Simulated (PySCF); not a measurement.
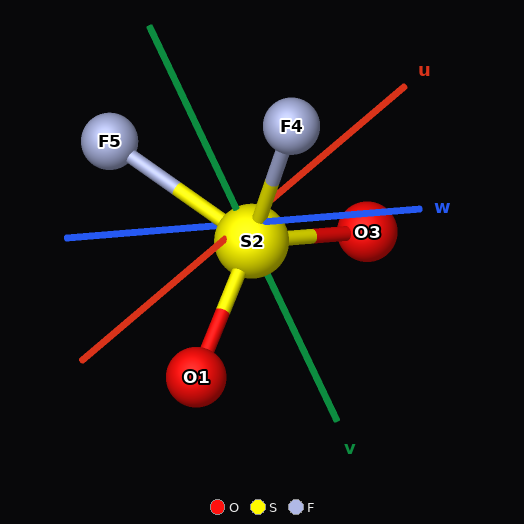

The lines u, v and w are the principal axes of the static dipole polarisability. Computed geometry: GFN2-xTB optimisation. No frequency run is at hand to confirm it as a minimum. Level of theory: ωB97X-D/def2-SVPD (PySCF 2.14.0).

**Along which axis is the molecule most polarisable, and along which least?**

Most along u (close to the long direction O1···O3), least along w.

**Give the three principal values.**

u 30.7, v 28.6, w 26.7 bohr³; mean 28.7, anisotropy 3.5 bohr³.
